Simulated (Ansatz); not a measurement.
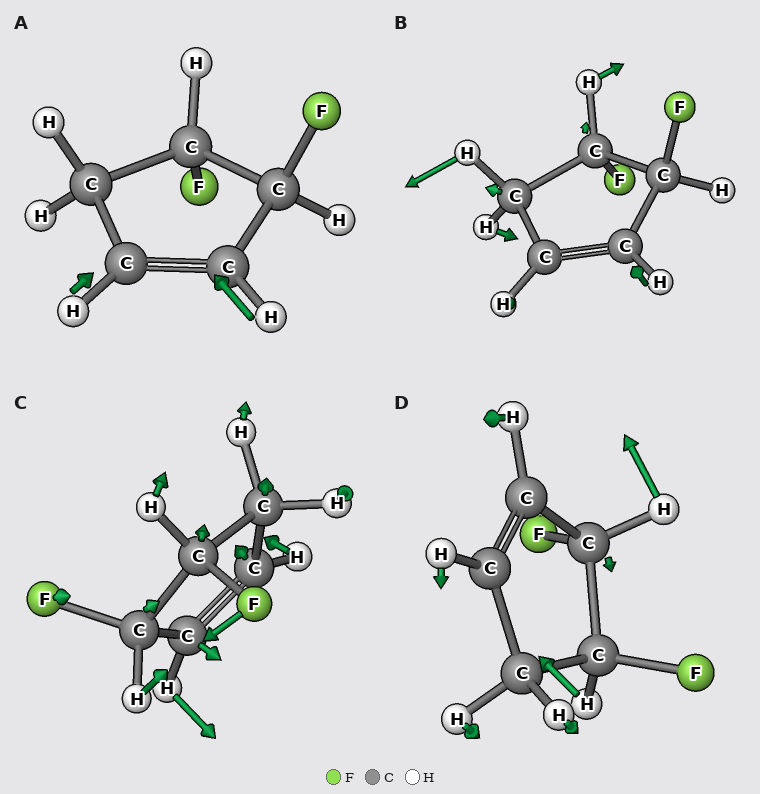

4 normal modes of one molecule or complex, as arrows. Harmonic vibrations computed with RKS PBE0-D4/def2-TZVP (Ansatz 0.2.0) at a stationary point of the same level.

Match the panels to the wavenumbers 373 cm⁻¹, 878 cm⁻¹, 1307 cm⁻¹, 3233 cm⁻¹.

A: 3233 cm⁻¹, in-phase stretching of 2 C–H bonds
B: 878 cm⁻¹
C: 373 cm⁻¹
D: 1307 cm⁻¹, C–C–H bending
